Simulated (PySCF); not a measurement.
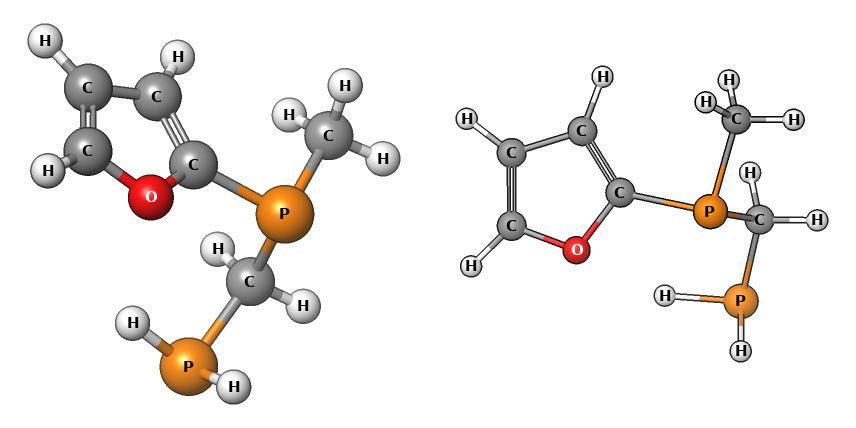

Both panels show the same species.

The geometry was computed by an optimisation with PBE0-D3(BJ)/def2-SVP. No frequency run is at hand to confirm it as a minimum.

What is the molecular formula?

Answer. C₆H₁₀OP₂, 19 atoms: 6 carbon, 10 hydrogen, 1 oxygen and 2 phosphorus.

How many bonds of each kind are drawn?

Answer. 8 C–H, 4 C–P, 3 C–C, 2 C–O, 2 P–H.

Give the symmetry (Schoenflies symbol).

Answer. C1.

Does it have rings?

Answer. Independent rings (smallest set): 1 of 5 members, 1 of them aromatic.

The parts below concern this one geometry. Atoms keep their numbers from picture to picture.

**Core levels**

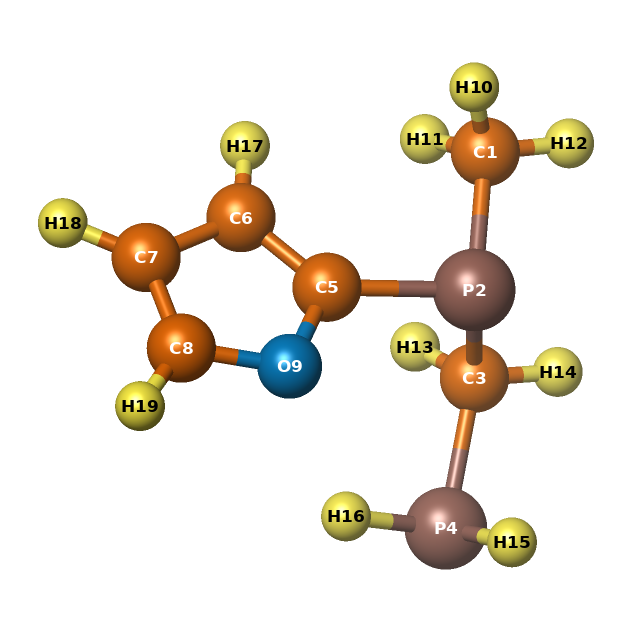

No frequency run is at hand to confirm it as a minimum. Properties computed with delta-SCF UKS SCAN, pcX-2 on the ionised atom, pcseg-1 elsewhere, spin-free X2C (PySCF 2.14.0).

Give the core-electron binding energies (to vacuum; p and d levels without spin–orbit splitting) of C1 1s, P2 1s, P2 2p, C3 1s, P4 1s, P4 2p, C5 1s, C6 1s, C7 1s, C8 1s, O9 1s.

```json
{"atom": "C1", "level": "1s", "binding energy (eV)": "290.5"}
{"atom": "P2", "level": "1s", "binding energy (eV)": "2149.8"}
{"atom": "P2", "level": "2p", "binding energy (eV)": "136.4"}
{"atom": "C3", "level": "1s", "binding energy (eV)": "290.3"}
{"atom": "P4", "level": "1s", "binding energy (eV)": "2149.8"}
{"atom": "P4", "level": "2p", "binding energy (eV)": "136.5"}
{"atom": "C5", "level": "1s", "binding energy (eV)": "291.2"}
{"atom": "C6", "level": "1s", "binding energy (eV)": "290.2"}
{"atom": "C7", "level": "1s", "binding energy (eV)": "290.4"}
{"atom": "C8", "level": "1s", "binding energy (eV)": "291.4"}
{"atom": "O9", "level": "1s", "binding energy (eV)": "539.7"}
```

**Charges**

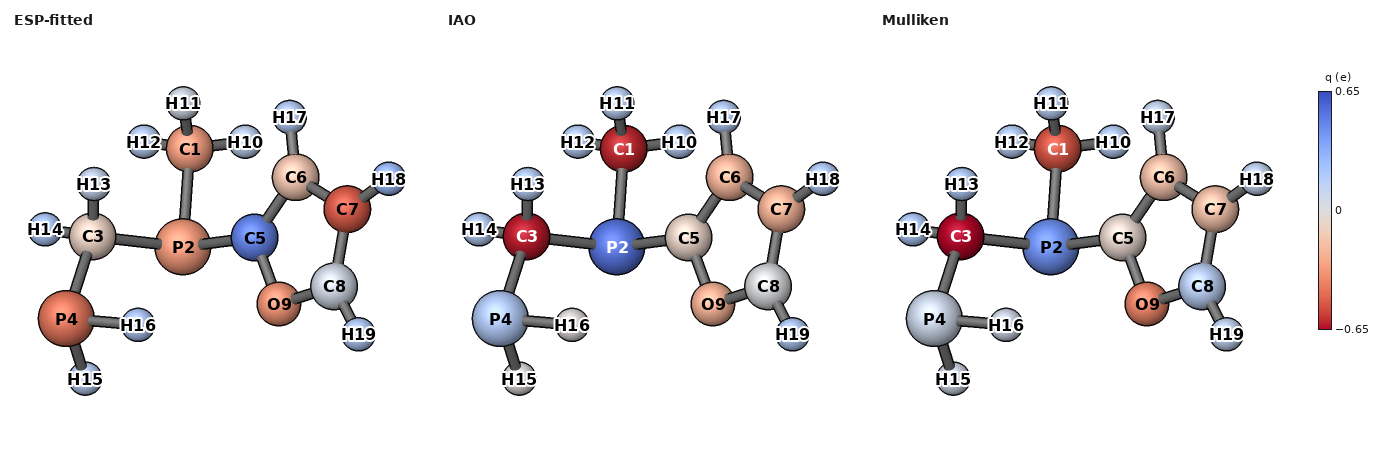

Atomic charges of one calculation by 3 schemes, on one colour scale. No frequency run is at hand to confirm it as a minimum. Computed with PBE0/pcSseg-1 in benzene (IEF-PCM) (PySCF 2.14.0).

On which atom do the schemes disagree most?

Answer. On P2 (from −0.32 to 0.52 e).

List the charges (e), one line for each set of equivalent atoms.

```csv
atom,ESP-fitted,IAO,Mulliken
C1,−0.30,−0.61,−0.51
P2,−0.32,0.52,0.44
C3,−0.09,−0.62,−0.65
P4,−0.42,0.18,0.07
C5,0.48,−0.07,−0.05
C6,−0.14,−0.22,−0.16
C7,−0.50,−0.23,−0.17
C8,0.05,0.01,0.15
O9,−0.33,−0.23,−0.38
H10,0.12,0.16,0.16
H11,0.05,0.14,0.15
H12,0.15,0.16,0.16
H13,0.10,0.15,0.18
H14,0.20,0.16,0.18
H15,0.15,−0.01,0.05
H16,0.19,−0.01,0.06
H17,0.17,0.16,0.10
H18,0.26,0.17,0.11
H19,0.18,0.18,0.12
```

**NMR shielding**

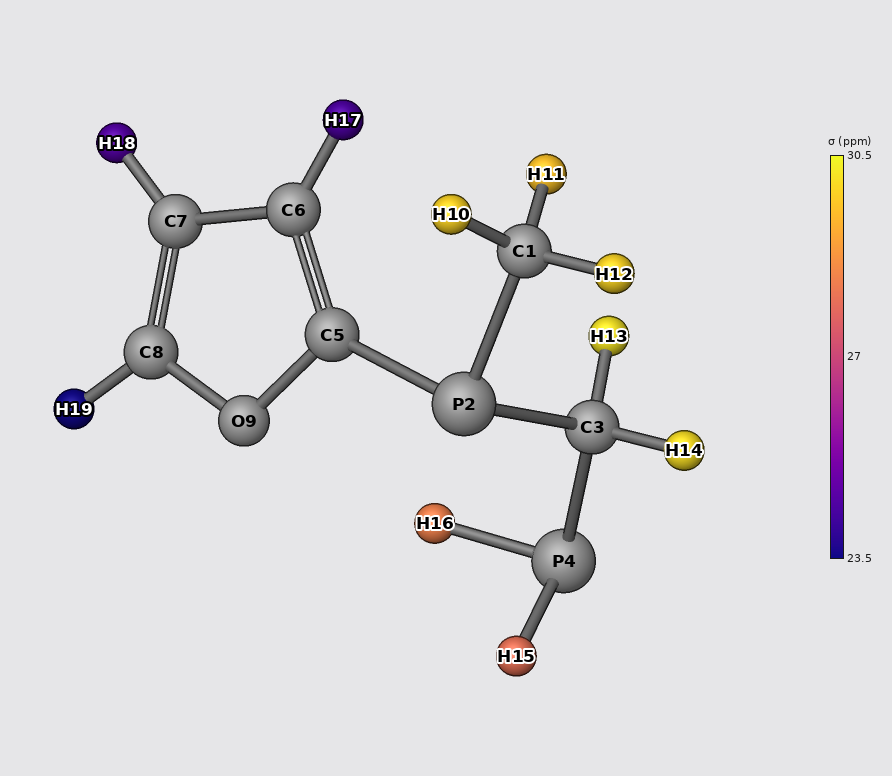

Atoms are coloured by their isotropic NMR shieldings (H only, the others grey). No frequency run is at hand to confirm it as a minimum. Level of theory: GIAO PBE0/pcSseg-1 NMR shielding, non-relativistic, IEF-PCM benzene (PySCF 2.14.0).

Give the isotropic NMR shieldings of the H atoms atom by atom.

```tsv
atom	σ (ppm)
H10	29.90
H11	29.62
H12	29.91
H13	30.19
H14	30.07
H15	28.04
H16	28.36
H17	24.40
H18	24.52
H19	23.55
```

Mulliken values depend strongly on the basis set and can even reverse the polarity of a bond.
